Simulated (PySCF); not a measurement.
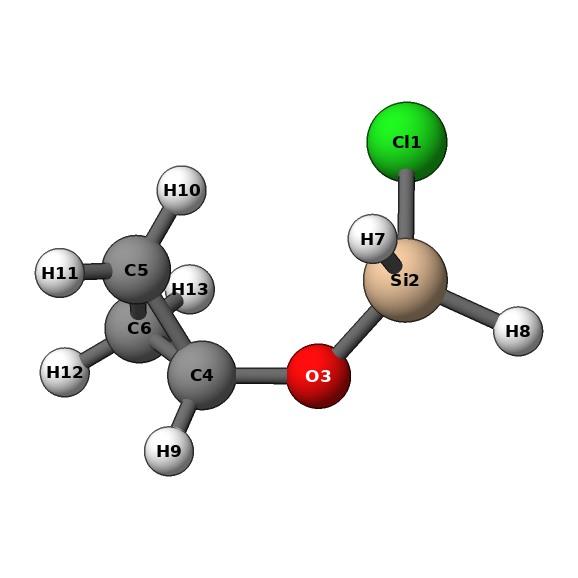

The geometry was computed by an optimisation with PBE0-D3(BJ)/def2-SVP. No frequency run is at hand to confirm it as a minimum. Method: GIAO BLYP/pcSseg-1 NMR shielding, non-relativistic, gas phase (PySCF 2.14.0). Principal shieldings σ11 ≤ σ22 ≤ σ33, span Ω = σ33 − σ11, skew κ = 3(σiso − σ22)/Ω.

Give the shielding tensors of the O atoms.

```
atom    σ11    σ22    σ33   σiso      Ω     κ
  O3  187.7  225.8  320.5  244.7  132.8  0.43
```

Shieldings and span in ppm.
